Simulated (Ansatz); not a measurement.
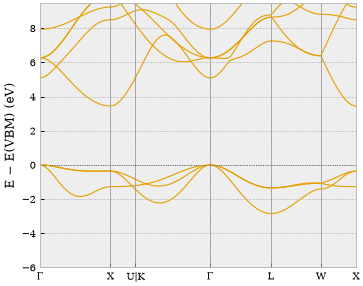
Figure: Band structure from LDA in the plane-wave PAW code Ansatz

### Question
Read off the gap and where the band edges lie.

### Answer
About 3.5 eV (3.45 eV by a search for the band edges); maximum at Γ, minimum at X.

### Question
Pick the material that matches.
A) LiBr, rock salt
B) CaO, rock salt
C) CaSe, rock salt

### Answer
B, CaO, rock salt

Space group Fm-3m (rock salt). The cell was relaxed with LDA under the symmetry of its start; phonons on a q-mesh show no instability.

Potentials: the later of the program's two PAW sets.
